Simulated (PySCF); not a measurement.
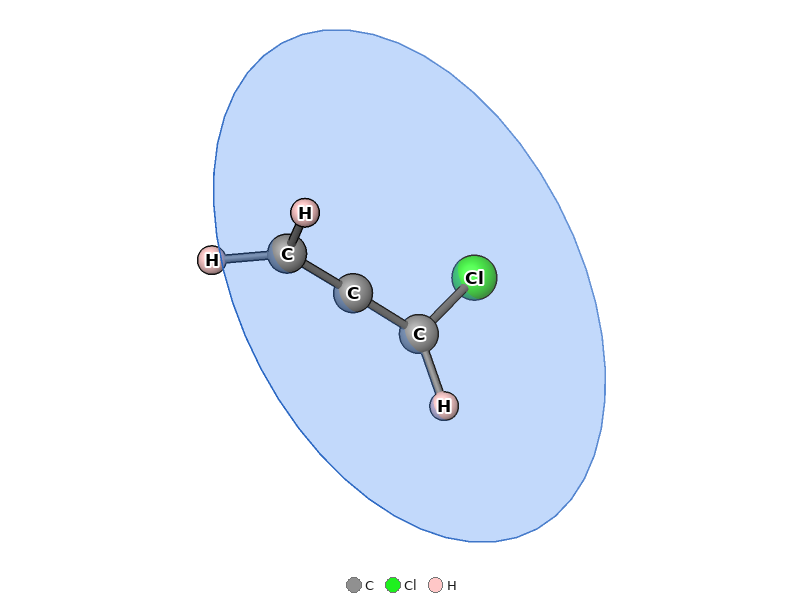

All proper rotation axes (lines) and mirror planes (discs) of the structure are drawn in. Atoms fade into the background with distance from the viewer. The geometry was computed by an optimisation with PBE0-D3(BJ)/def2-TZVP. No frequency run is at hand to confirm it as a minimum.

Name the symmetry elements and the point group.

Answer. It has 1 mirror plane. Point group Cs. The group has 2 operations. The geometry is achiral, and symmetry allows a dipole moment.
